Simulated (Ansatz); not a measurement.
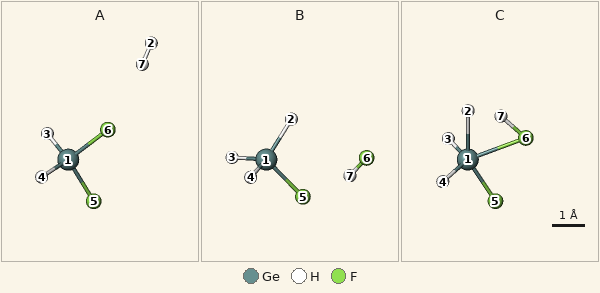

3 geometries from a converged minimum-energy path of GeH4F2, shuffled. A ball-and-stick model, seen at a tilt.

Level of theory: RKS B3LYP/def2-SVP in Ansatz 0.2.0. Settings: 7 movable images; climbing image; force threshold 0.05 eV/Å; iteration limit 60; starting path through a guess of the saddle point.

### One of them is the converged climbing image. Which?

C. In order along the path, whose images run from 0 to 8: B (image 1, +4.8 kJ/mol), C (image 4, +165.1 kJ/mol), A (image 8, −24.3 kJ/mol). Breaking: F6–H7 (0.94 → 1.12 at the top → 2.42 Å), Ge1–H2 (1.53 → 1.81 at the top → 4.58 Å). Forming: Ge1–F6 (3.07 → 2.05 at the top → 1.74 Å), H2–H7 (2.99 → 1.06 at the top → 0.76 Å).
